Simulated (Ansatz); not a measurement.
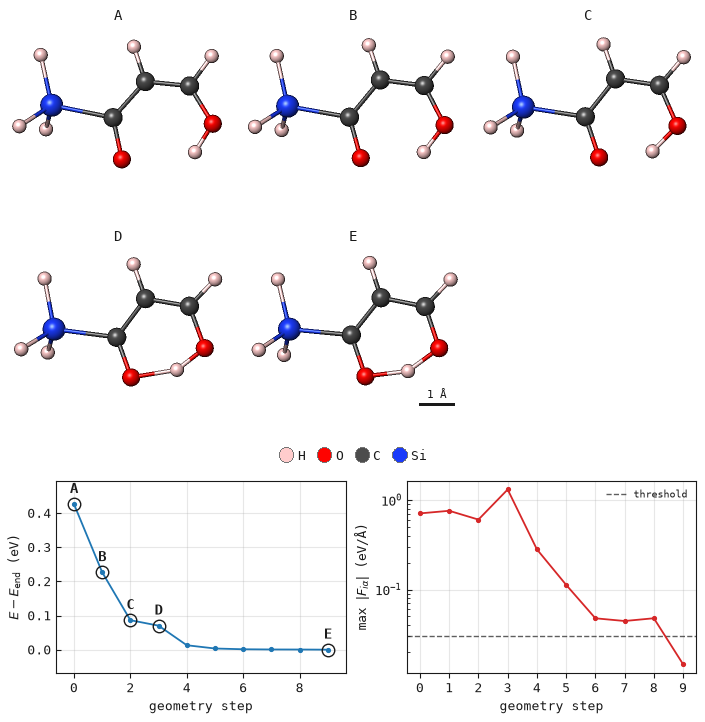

Frames of a relaxation of C3H6O2Si, marked on the history of the run. Style: ball-and-stick. Shown at a tilt.

The run prepares an end point of a later path (reaction) calculation, from a guessed geometry.

Computed with UKS LDA/6-31G in Ansatz 0.2.0.

The input:
```yaml
crystal:
  periodic: [false, false, false]
  atoms:
    - { symbol: H, position_ang: [0.137165, -0.673738, -2.584835] }
    - { symbol: O, position_ang: [0.317441, -1.543618, -0.520267] }
    - { symbol: C, position_ang: [0.116096, -0.487231, 0.152317] }
    - { symbol: Si, position_ang: [0.135249, -0.717588, 2.080418] }
    - { symbol: C, position_ang: [-0.143066, 0.798398, -0.429616] }
    - { symbol: C, position_ang: [-0.212049, 1.080937, -1.763609] }
    - { symbol: O, position_ang: [-0.056416, 0.263914, -2.817507] }
    - { symbol: H, position_ang: [1.449498, -1.376454, 2.435905] }
    - { symbol: H, position_ang: [-0.997401, -1.6596, 2.430305] }
    - { symbol: H, position_ang: [-0.023194, 0.570715, 2.873534] }
    - { symbol: H, position_ang: [-0.305037, 1.642032, 0.252025] }
    - { symbol: H, position_ang: [-0.418487, 2.102232, -2.108668] }
magnetization:
  spin_polarized: true
basis:
  gaussian: { orbitals: "6-31G" }
hamiltonian:
  xc: lda
relax:
  f_tol: 0.03
  max_steps: 50
```

Launched with:
```bash
ansatz run input.yaml --threads 2 --pin off --max-ram 3072MiB --backend cpu --events-out ev --progress --plain --runs-dir out
```

**Describe the path.**

After 9 geometry steps the energy has fallen by 0.426 eV. Largest force component: 0.71 eV/Å at the start, 0.015 eV/Å at the end. The largest move after the best rigid fit is that of H1, 0.69 Å. By element the largest moves are H 0.69 Å, O 0.28 Å, C 0.14 Å, Si 0.12 Å. Near-neighbour distances that change, for instance: H1–O2 2.248 → 1.315 Å, H1–O7 0.985 → 1.155 Å, O2–C3 1.268 → 1.305 Å, C6–O7 1.343 → 1.314 Å. Among the angles between lasting bonds that change: H1–O7–C6 114.6° → 104.9°, C3–C5–C6 126.2° → 117.8°, C5–C6–O7 129.4° → 121.6°. From step 0 to 1: H1 moves most (0.19 Å), energy −0.200 eV. From step 1 to 2: H1 moves most (0.19 Å), energy −0.140 eV. From step 2 to 3: H1 moves most (0.19 Å), energy −0.016 eV. From step 3 to 9: H1 moves most (0.13 Å), energy −0.070 eV.
